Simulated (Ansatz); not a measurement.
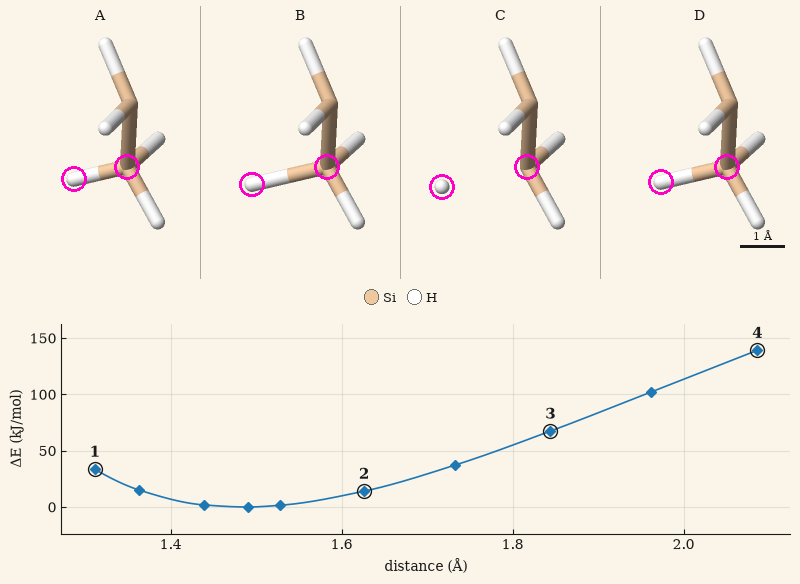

Si2H5 (multiplicity 2): one Si–H bond length is varied, with the rest of the molecule carried along rigidly. The frames are shuffled; the numbered points of the plot belong to them. The picture is a stick view, seen from a free direction. The ringed atoms are those of the scanned coordinate.

Single-point energies from Ansatz with CCSD(T) in the def2-TZVPP basis, on geometries moved rigidly from the minimum at PBE0-D4/def2-TZVP. Coupled cluster with a frozen core. Energies are counted from the PBE0-D4/def2-TZVP minimum geometry at the same level.

Q: Match the frames to the points.

A: Point 1 is frame A (the distance 1.311 Å, 33.6 kJ/mol); 2 is frame D (the distance 1.626 Å, 14.0 kJ/mol); 3 is frame B (the distance 1.844 Å, 67.3 kJ/mol); 4 is frame C (the distance 2.086 Å, 139.1 kJ/mol). The lowest computed point lies at the distance 1.490 Å (0.0 kJ/mol). At the ends of the scan the energy is 33.6 kJ/mol (1.311 Å) and 139.1 kJ/mol (2.086 Å). The curvature at the lowest point is about 18 eV/Å² (2.8 mdyn/Å). The well is steeper on the short side, as for any bond.
